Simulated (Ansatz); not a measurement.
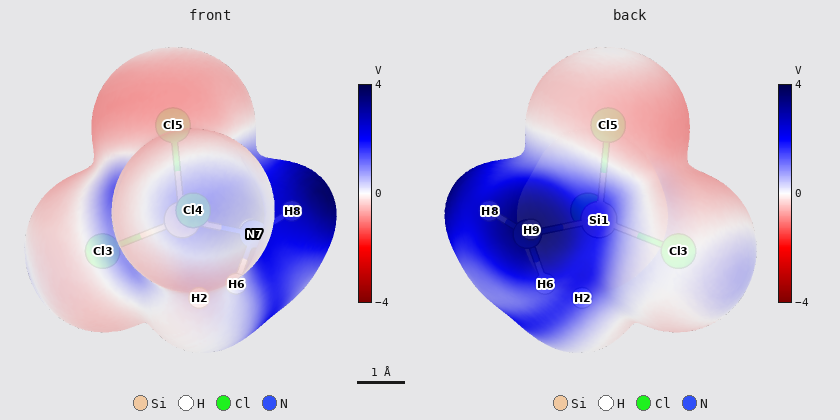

The picture shows: Cl$_{3}$H$_{3}$NSi···H. The molecular electrostatic potential painted on the density surface at 0.004 e/bohr³, seen from the front and from behind; the colour scale runs from red (negative) to blue (positive).

A transition-state structure; geometry: PBE0-D4/def2-TZVP.

Level of theory: Ansatz 0.2.0, RKS PBE0-D4/def2-TZVPP.

```xyz
9

Si   -0.4525    0.5119   -0.1334
H    -1.2095   -1.0629   -0.0973
Cl   -1.0523    0.5731   -2.0944
Cl   -1.6787    0.9539    1.4509
Cl    0.6982    2.2731   -0.1185
H    -0.1908   -1.2978    0.1052
N     0.9114   -0.6642    0.2304
H     1.3453   -0.5572    1.1419
H     1.6290   -0.7298   -0.4846
```

Describe the electrostatic potential map.

Answer. The most negative region (about −0.8 V) lies over Cl5, the most positive (about +3.6 V) over H8 and H9. Cl3 shows a σ-hole: about +0.5 V at the tip opposite its bond, against about −0.3 V on its flanks. Cl4 shows a σ-hole: about +0.5 V at the tip opposite its bond, against about −0.3 V on its flanks.
